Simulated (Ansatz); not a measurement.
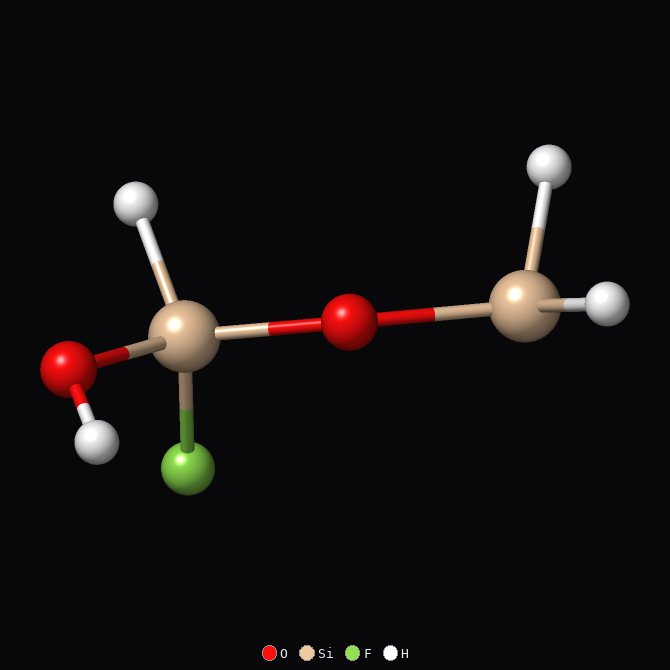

(Drawn from a calculation with Ansatz.)

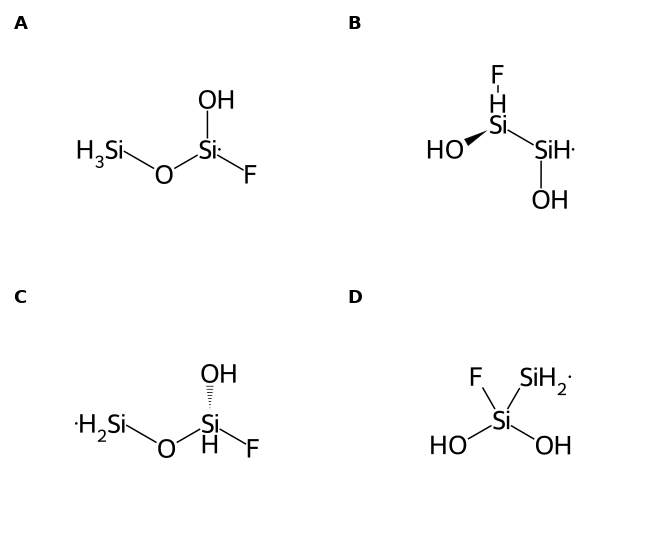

The first picture shows one of the molecules drawn in the second. Which?

C, `O[Si@H](F)O[SiH2]`.
